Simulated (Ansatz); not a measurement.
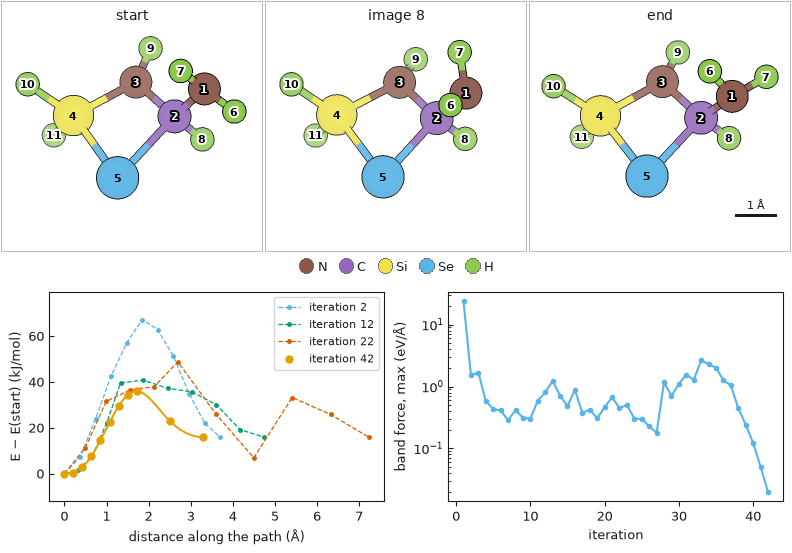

NEB run on CH6N2SeSi. Images are numbered from 0 (start) to 10 (end). The plot follows the band through its iterations. The picture is a ball-and-stick view, seen at a tilt.

The calculation used RKS B3LYP/def2-SVP in Ansatz 0.2.0. Run with 9 movable images; climbing image; force threshold 0.05 eV/Å; iteration limit 42; starting path through a guess of the saddle point.

> Did the band converge, and can the barrier be trusted?

The result is final at these settings. The band converged in 42 iterations. The largest component of the band force went from 24 to 0.02 eV/Å. The climbing image converged on the top of the path. Its vibrational analysis gives one imaginary mode (375i cm⁻¹), as a transition state must have. The first iteration put the highest image at 318.5 kJ/mol. Forward barrier 35.9 kJ/mol, backward barrier 20.0 kJ/mol, with image 8 at the top; the reaction energy is +15.9 kJ/mol.

Cost: 25 min on 2 threads of Arm Neoverse V1, on a shared host, peak memory 0.36 GiB.
